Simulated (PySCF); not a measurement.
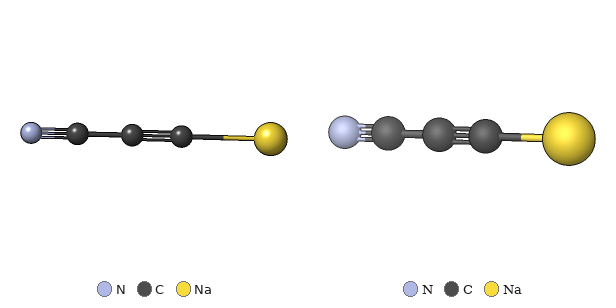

The same structure drawn twice, from different directions.

Describe the molecule.

The molecule is C₃NNa. As SMILES it reads `N#CC#[C][Na]`. Among its groups: nitrile, alkyne. The point group is C∞v. All atoms lie on one line. Coordination: 3 C linear.

More results for the same structure follow; atom numbers are the same in all pictures, views and colours differ. The geometry was computed by an optimisation with PBE0-D3(BJ)/def2-SVP. No frequency run is at hand to confirm it as a minimum.

Excitation

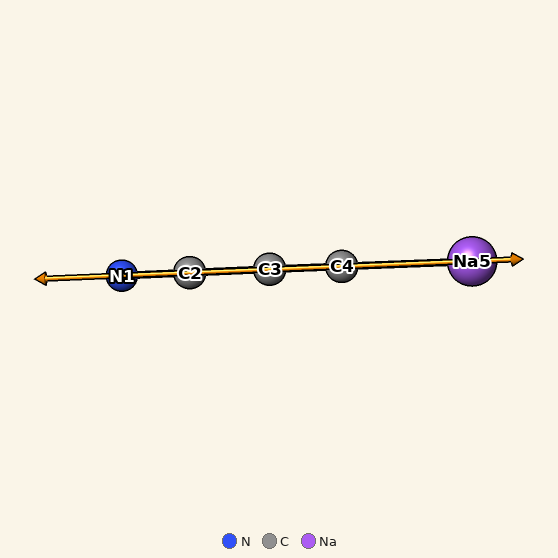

The double arrow shows the direction of the transition dipole to excited singlet state 7 (its length means nothing). No frequency run is at hand to confirm it as a minimum. Method: TDDFT CAM-B3LYP/def2-SVPD, vertical, gas phase, core orbitals frozen in the response (PySCF 2.14.0).

**How is the transition polarised?**

Along the molecular axis.

**Where does the transition lie, and how strong is it?**

6.07 eV (204 nm), oscillator strength 0.26, of mixed character, with the largest part HOMO → LUMO+1 (weight 0.49); transition dipole 3.37 D.

NMR shielding

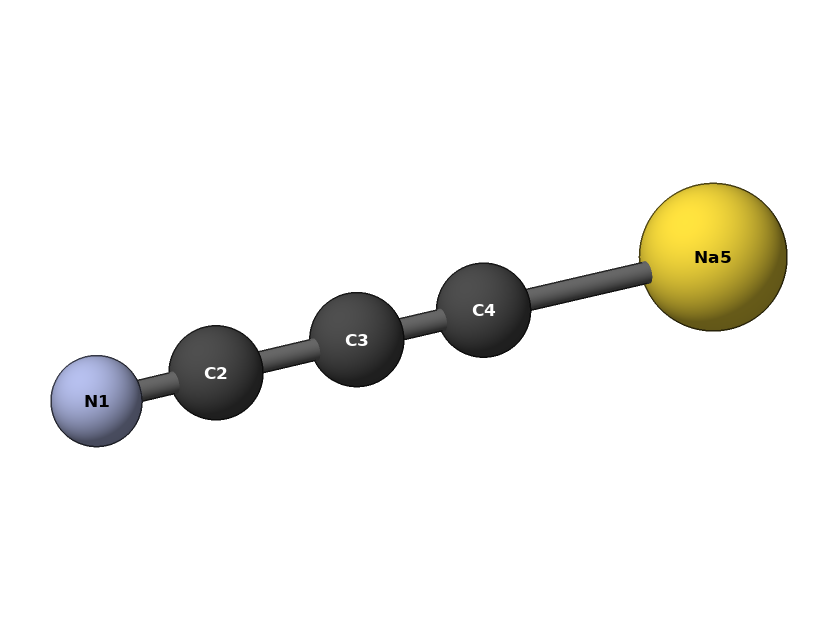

The questions are on isotropic NMR shieldings of the C atoms. No frequency run is at hand to confirm it as a minimum. Method: GIAO PBE0/pcSseg-1 NMR shielding, non-relativistic, gas phase (PySCF 2.14.0).

List the isotropic NMR shieldings of the C atoms.

```tsv
atom	σ (ppm)
C2	72.8
C3	95.2
C4	48.9
```

Core levels

No frequency run is at hand to confirm it as a minimum. Properties computed with delta-SCF UKS SCAN, pcX-2 on the ionised atom, pcseg-1 elsewhere, spin-free X2C (PySCF 2.14.0).

Give the core-electron binding energies (to vacuum) of N1 1s, C2 1s, C3 1s, C4 1s, Na5 1s.

| atom | level | binding energy (eV) |
| --- | --- | --- |
| N1 | 1s | 403.5 |
| C2 | 1s | 291.3 |
| C3 | 1s | 289.6 |
| C4 | 1s | 288.7 |
| Na5 | 1s | 1080.4 |

Quadrupole coupling

No frequency run is at hand to confirm it as a minimum. Electric field gradients from the ground-state density, PBE0/pcSseg-1 (PySCF 2.14.0), non-relativistic apart from any core potentials.

Give the largest field-gradient component, the quadrupole coupling constant and the asymmetry for 14N at N1 (Q = 20.44 mb), 23Na at Na5 (Q = 104 mb).

```tsv
atom	V_zz (a.u.)	e²qQ/h (MHz)	η
N1	−0.860	−4.13	0.00
Na5	−0.324	−7.91	0.00
```
